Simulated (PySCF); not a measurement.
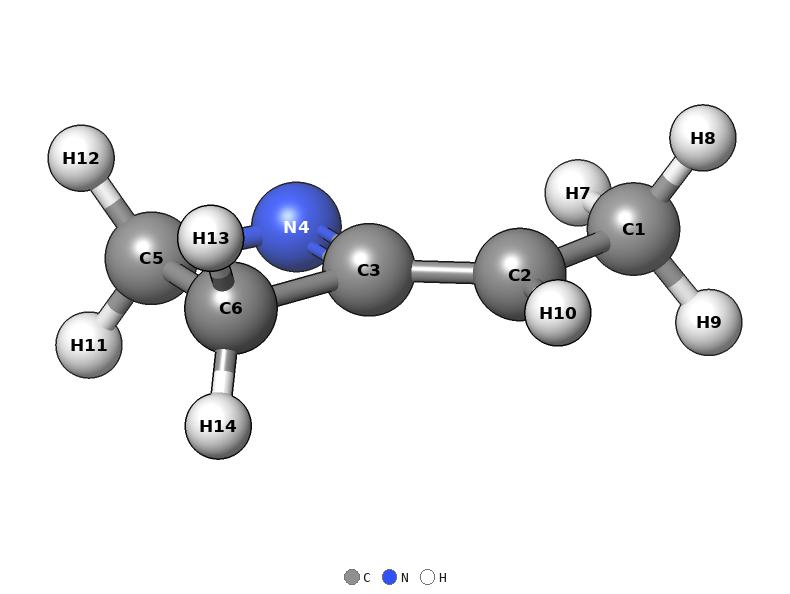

Charge 0, doublet. Computed geometry: GFN2-xTB optimisation. No frequency run is at hand to confirm it as a minimum. Properties computed with UKS B3LYP, pcH-1 on C H N, non-relativistic (PySCF 2.14.0).

Give the isotropic hyperfine couplings (Fermi-contact term alone) of C1, C2, C3, N4, C5, C6, H7, H8, H9, H10, H11, H12, H13, H14.

| atom | isotope | a_iso (MHz) |
| --- | --- | --- |
| C1 | 13C | −21.3 |
| C2 | 13C | 54.9 |
| C3 | 13C | −49.9 |
| N4 | 14N | 20.0 |
| C5 | 13C | −21.9 |
| C6 | 13C | 4.9 |
| H7 | 1H | 1.8 |
| H8 | 1H | 72.7 |
| H9 | 1H | 74.1 |
| H10 | 1H | −42.7 |
| H11 | 1H | 72.7 |
| H12 | 1H | 72.7 |
| H13 | 1H | −15.7 |
| H14 | 1H | −15.6 |
